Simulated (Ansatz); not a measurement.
Process, species as SMILES: [BH] (BH) (closed-shell singlet) → B atom + H atom
B3LYP-D3(BJ)/def2-TZVP geometries, fixed; electronic energies without zero-point terms.

Basis-set convergence of the atomisation energy at MP2 with Ansatz (a program for electronic structure). Cartesian d functions, on some or all atoms, in 6-31G**; all else is spherical. Cores are frozen. A restricted Hartree-Fock determinant is unstable towards unrestricted orbitals. Open shells are unrestricted. No added dispersion term, no relativity. Functions are those of the species that has most. Reference: Hartree-Fock in aug-cc-pV5Z plus the correlation part extrapolated as X^-3 from aug-cc-pVQZ and aug-cc-pV5Z, 82.10 kcal/mol, itself unsure by roughly 0.11 kcal/mol (a third of the extrapolation step and of the last Hartree-Fock step). Deviations are taken from unrounded values.

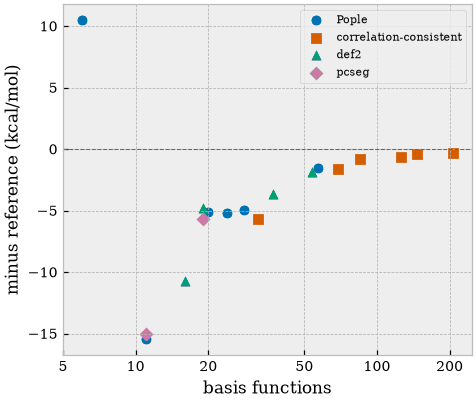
Figure: Deviation from the reference against the number of basis functions, by family of sets.

| basis | functions | atomisation energy (kcal/mol) | minus reference (kcal/mol) |
|---|---|---|---|
| STO-3G | 6 | 92.60 | 10.50 |
| 6-31G | 11 | 66.63 | -15.46 |
| pcseg-0 | 11 | 67.09 | -15.01 |
| def2-SV(P) | 16 | 71.41 | -10.69 |
| def2-SVP | 19 | 77.34 | -4.76 |
| pcseg-1 | 19 | 76.44 | -5.65 |
| 6-31G** | 20 | 77.01 | -5.09 |
| 6-311G** | 24 | 76.88 | -5.22 |
| 6-311+G** | 28 | 77.12 | -4.98 |
| aug-cc-pVDZ | 32 | 76.45 | -5.65 |
| def2-TZVP | 37 | 78.48 | -3.61 |
| def2-TZVPPD | 54 | 80.25 | -1.85 |
| 6-311++G(3df,3pd) | 57 | 80.53 | -1.57 |
| aug-cc-pVTZ | 69 | 80.44 | -1.66 |
| cc-pVQZ | 85 | 81.27 | -0.83 |
| aug-cc-pVQZ | 126 | 81.47 | -0.63 |
| cc-pV5Z | 146 | 81.67 | -0.43 |
| aug-cc-pV5Z | 207 | 81.79 | -0.31 |
